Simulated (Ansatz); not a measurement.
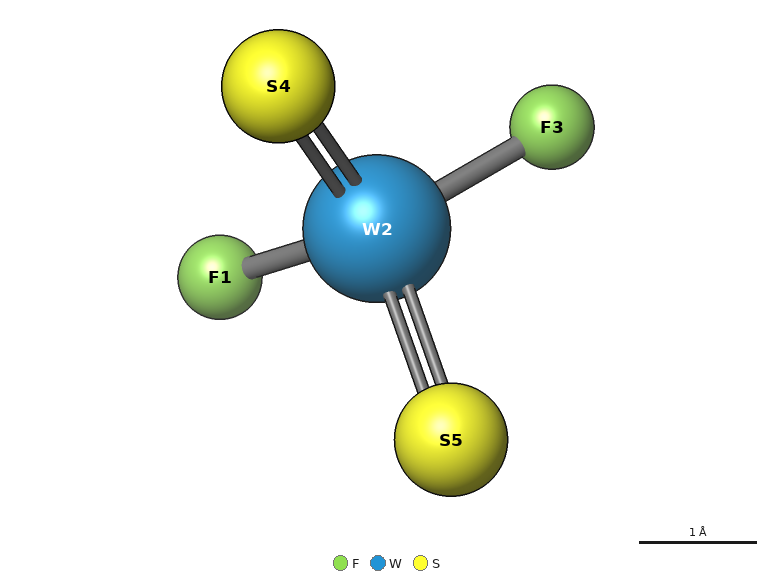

The atoms are numbered. The species is neutral and a spin singlet. Computed geometry: PBE-D4/def2-SVP optimisation. No frequency run is at hand to confirm it as a minimum.

> How are the neighbours of atom 2 arranged?

W2 has 4 neighbours (F1 at 1.87, F3 at 1.87, S4 at 2.14, S5 at 2.14 Å); the arrangement is tetrahedral.
